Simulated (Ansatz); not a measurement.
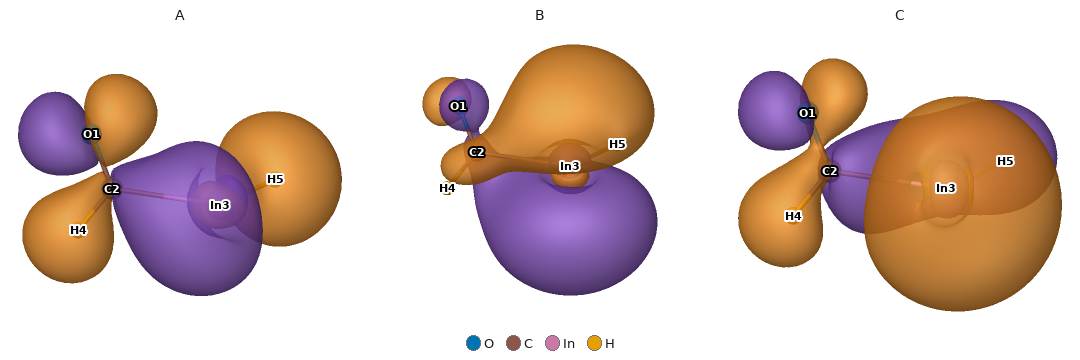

Figure 1: CH₂InO (SMILES O=[CH][InH]) (doublet). Three frontier orbitals at ±0.06 Å⁻³ᐟ² (orange and purple are the two phases), in no order.

Geometry: PBE0-D4/def2-TZVP; core potentials replace the inner electrons of In.

These are results of UKS PBE0-D4/def2-TZVPP in Ansatz, not measurements.

```xyz
5

O    -1.6283   -0.4362   -0.3441
C    -0.5834   -0.6563    0.1960
In    0.8658    1.0859    0.4655
H    -0.3823   -1.6576    0.6507
H     1.7282    1.6642   -0.9682
```

> Order the three orbitals by energy and name them. All are α orbitals.

A is the HOMO−1 (α) (−6.97 eV). Its weight (Hirshfeld) is mainly on In3 (about 30 %), O1 (about 30 %), H5 (about 20 %), C2 (about 15 %) and H4 (about 10 %). C is the HOMO (α) (−5.46 eV). It lies mainly on In3 (about 60 %), C2 (about 15 %), O1 (about 10 %) and H5 (about 10 %). B is the LUMO (α) (−2.08 eV). Its weight (Hirshfeld) is mainly on In3 (about 85 %) and C2 (about 5 %).

> What is the gap between the highest occupied and lowest empty α orbitals?

3.38 eV between the orbital energies.
